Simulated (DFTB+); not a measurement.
Single-point calculation, with input and output: C₂H₁₀NSi (charge +1)

System: C₂H₁₀NSi, charge +1, SMILES C[SiH](C)[NH3+].
Method: GFN2-xTB, R-SCC, dispersion built in (DFTB+ 25.1).

The geometry comes from this level: GFN2-xTB.

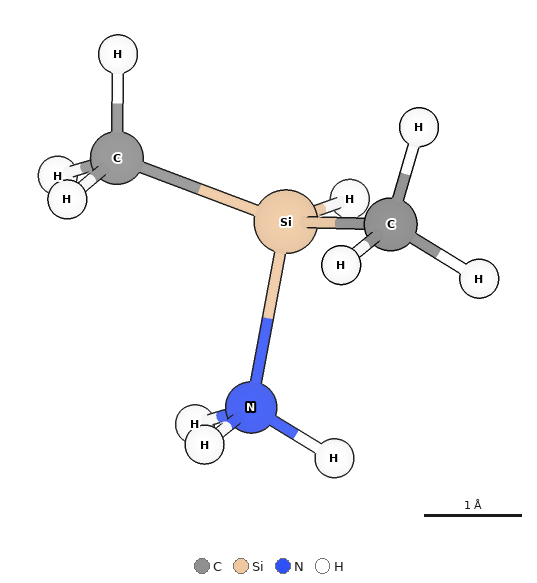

Fig. 1: The input geometry (ball-and-stick view, seen at a tilt).

The input (dftb_in.hsd)
```
# GFN2-XTB single point
Geometry = xyzFormat {
  <<< "input.xyz"
}
Hamiltonian = xTB {
  Method = "GFN2-xTB"
  Charge = 1
  Filling = Fermi {
    Temperature [Kelvin] = 300
  }
}
Options = {
  WriteResultsTag = Yes
}
InputVersion = 25.1
```

File input.xyz
```
14

C     -0.766600     1.032250    -1.288090
Si    -0.431160     0.255640     0.396760
C      1.248290     0.589270     1.185730
N     -0.225090    -1.641940    -0.110330
H      0.057800     0.884110    -1.984050
H     -0.903760     2.106390    -1.192140
H     -1.669020     0.643290    -1.755590
H     -1.568630     0.105360     1.296680
H      1.314660     1.621560     1.519980
H      1.430160    -0.033450     2.059530
H      2.071320     0.432930     0.489970
H     -0.044110    -2.226530     0.704790
H     -1.065130    -1.997940    -0.564820
H      0.551270    -1.770950    -0.758420
```

Machine: 1 thread of Intel Xeon (Sapphire Rapids), 192 GiB of memory available, shared host.

Launch command:
```bash
dftb+ > output.log
```

The program's output
```
|  DFTB+ development version (commit: a23bfb2)

Reading input file 'dftb_in.hsd'
Parser version: 14

--------------------------------------------------------------------------------

Processed input in HSD format written to 'dftb_pin.hsd'

Starting initialization...
--------------------------------------------------------------------------------
WARNING!
-> Dipole printed for a charged system : origin dependent quantity
OpenMP threads:              1
Chosen random seed:          328677825
Current stacksize:           unlimited
Mode:                        Static calculation
Self consistent charges:     Yes
SCC-tolerance:                 0.100000E-04
Max. scc iterations:                    100
Shell resolved Hubbard:      Yes
Spin polarisation:           No
Nr. of up electrons:            13.000000
Nr. of down electrons:          13.000000
Periodic boundaries:         No
Electronic solver:           Relatively robust
Mixer:                       Broyden mixer
Mixing parameter:                  0.200000
Nr. of chrg. vec. in memory:            100
Max. SCC-cycles:                        100
tblite library version:      0.3.0
-> parametrization:          GFN2-xTB
-> repulsion:                Yes
-> dispersion:               Yes
-> halogen bonding:          No
-> electrostatics:           Yes
   -> isotropic:             Yes
   -> anisotropic:           Yes
   -> third-order:           Yes
Electronic temperature:              0.950045E-03 H      0.258520E-01 eV
Initial charges:             Set automatically (system chrg:   0.100E+01)
Included shells:             C:  s, p
                            Si:  s, p, d
                             N:  s, p
                             H:  s
Extra options:
                             Mulliken analysis

--------------------------------------------------------------------------------

***  Geometry step: 0

 iSCC Total electronic   Diff electronic      SCC error
    1   -0.13535905E+02    0.00000000E+00    0.12123975E+01
    2   -0.13761692E+02   -0.13535905E+02    0.12033051E+01
    3   -0.13804746E+02   -0.22578723E+00    0.10362193E+01
    4   -0.13799950E+02   -0.43053790E-01    0.28061385E+00
    5   -0.13803944E+02    0.47957743E-02    0.22566576E+00
    6   -0.13804215E+02   -0.39944637E-02    0.12627992E+00
    7   -0.13806359E+02   -0.27028790E-03    0.44745455E-01
    8   -0.13807712E+02   -0.21442041E-02    0.29491617E-01
    9   -0.13807943E+02   -0.13527787E-02    0.90322105E-02
   10   -0.13807926E+02   -0.23083900E-03    0.13304993E-01
   11   -0.13807929E+02    0.16443196E-04    0.31338929E-02
   12   -0.13807914E+02   -0.27798331E-05    0.16984826E-02
   13   -0.13807912E+02    0.14575379E-04    0.67103999E-03
   14   -0.13807914E+02    0.22664581E-05    0.11347177E-03
   15   -0.13807913E+02   -0.14883352E-05    0.51225680E-04
   16   -0.13807913E+02    0.41160109E-06    0.59728873E-05

Total Energy:                      -13.6194623698 H         -370.6044 eV
Extrapolated to 0K:                -13.6194623698 H         -370.6044 eV
Total Mermin free energy:          -13.6194623698 H         -370.6044 eV
Force related energy:              -13.6194623698 H         -370.6044 eV

--------------------------------------------------------------------------------
--------------------------------------------------------------------------------
SCC                                    +       0.01 ( 88.8%)       0.03 ( 93.7%)
--------------------------------------------------------------------------------
Missing                                +       0.00 ( 11.2%)       0.00 (  6.3%)
Total                                  =       0.02 (100.0%)       0.03 (100.0%)
--------------------------------------------------------------------------------
```

File detailed.out
```
Fermi distribution function

Calculation with static geometry

********************************************************************************
 iSCC Total electronic   Diff electronic      SCC error
   16   -0.13807913E+02    0.41160109E-06    0.59728873E-05
********************************************************************************

 Total charge:     1.00000000

 Atomic gross charges (e)
 Atom           Charge
    1      -0.22549251
    2       0.53229723
    3      -0.22550042
    4      -0.31324254
    5       0.09166273
    6       0.08804886
    7       0.08727984
    8      -0.00202543
    9       0.08807427
   10       0.08734723
   11       0.09150185
   12       0.23275932
   13       0.23273454
   14       0.23455504

Nr. of electrons (up):     26.00000000
Atom populations (up)
 Atom       Population
    1       4.22549251
    2       3.46770277
    3       4.22550042
    4       5.31324254
    5       0.90833727
    6       0.91195114
    7       0.91272016
    8       1.00202543
    9       0.91192573
   10       0.91265277
   11       0.90849815
   12       0.76724068
   13       0.76726546
   14       0.76544496

l-shell populations (up)
 Atom Sh.   l       Population
    1   1   0       1.04003621
    1   2   1       3.18545630
    2   1   0       1.43768246
    2   2   1       1.76939839
    2   3   2       0.26062192
    3   1   0       1.04006247
    3   2   1       3.18543795
    4   1   0       1.32561867
    4   2   1       3.98762387
    5   1   0       0.90833727
    6   1   0       0.91195114
    7   1   0       0.91272016
    8   1   0       1.00202543
    9   1   0       0.91192573
   10   1   0       0.91265277
   11   1   0       0.90849815
   12   1   0       0.76724068
   13   1   0       0.76726546
   14   1   0       0.76544496

Orbital populations (up)
 Atom Sh.   l   m       Population  Label
    1   1   0   0       1.04003621  s
    1   2   1  -1       1.07730833  p_y
    1   2   1   0       1.04843773  p_z
    1   2   1   1       1.05971024  p_x
    2   1   0   0       1.43768246  s
    2   2   1  -1       0.35714544  p_y
    2   2   1   0       0.69534449  p_z
    2   2   1   1       0.71690846  p_x
    2   3   2  -2       0.04765145  d_xy
    2   3   2  -1       0.11035201  d_yz
    2   3   2   0       0.02160661  d_z2
    2   3   2   1       0.06835845  d_xz
    2   3   2   2       0.01265341  d_x2-y2
    3   1   0   0       1.04006247  s
    3   2   1  -1       1.07739718  p_y
    3   2   1   0       1.05978844  p_z
    3   2   1   1       1.04825233  p_x
    4   1   0   0       1.32561867  s
    4   2   1  -1       1.42770645  p_y
    4   2   1   0       1.28440387  p_z
    4   2   1   1       1.27551355  p_x
    5   1   0   0       0.90833727  s
    6   1   0   0       0.91195114  s
    7   1   0   0       0.91272016  s
    8   1   0   0       1.00202543  s
    9   1   0   0       0.91192573  s
   10   1   0   0       0.91265277  s
   11   1   0   0       0.90849815  s
   12   1   0   0       0.76724068  s
   13   1   0   0       0.76726546  s
   14   1   0   0       0.76544496  s

Fermi level:                        -0.4779385942 H          -13.0054 eV
Band energy:                       -18.0674472544 H         -491.6403 eV
TS:                                  0.0000000000 H            0.0000 eV
Band free energy (E-TS):           -18.0674472544 H         -491.6403 eV
Extrapolated E(0K):                -18.0674472544 H         -491.6403 eV
Input / Output electrons (q):     26.0000000000     26.0000000000

Energy H0:                         -13.9116181755 H         -378.5544 eV
Energy SCC:                          0.1037049953 H            2.8220 eV
Total Electronic energy:           -13.8079131802 H         -375.7324 eV
Repulsive energy:                    0.1943783849 H            5.2893 eV
Total energy:                      -13.6194623698 H         -370.6044 eV
Extrapolated to 0:                 -13.6194623698 H         -370.6044 eV
Total Mermin free energy:          -13.6194623698 H         -370.6044 eV
Force related energy:              -13.6194623698 H         -370.6044 eV

Non-constrained calculation

SCC converged

Warning: dipole moment is not defined absolutely!
Dipole moment:   -0.27748309   -1.48673137   -0.04039408 au
Dipole moment:   -0.70529171   -3.77889451   -0.10267152 Debye
```

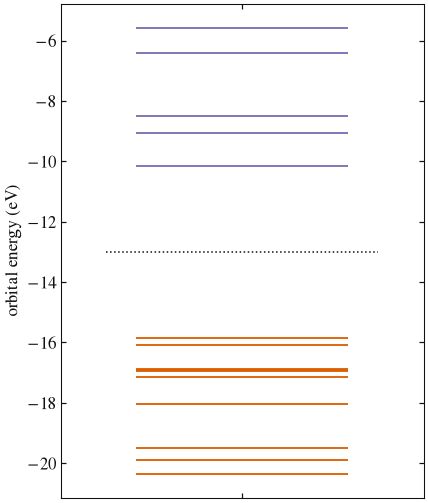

Fig. 2: Orbital energies near the frontier; the dotted line parts filled from empty levels, and levels within 0.02 eV of each other stand side by side. Highest filled −15.84 eV, lowest empty −10.17 eV, 5.67 eV apart.

Key numbers

```json
{"quantity": "outcome", "value": "converged"}
{"quantity": "Mermin free energy", "value": "−13.619462 hartree"}
{"quantity": "basis functions", "value": "31"}
{"quantity": "HOMO", "value": "−15.84 eV"}
{"quantity": "LUMO", "value": "−10.17 eV"}
{"quantity": "peak memory", "value": "0.071 GiB"}
```

Remarks

Settings chosen away from the usual ones: electronic_temperature.
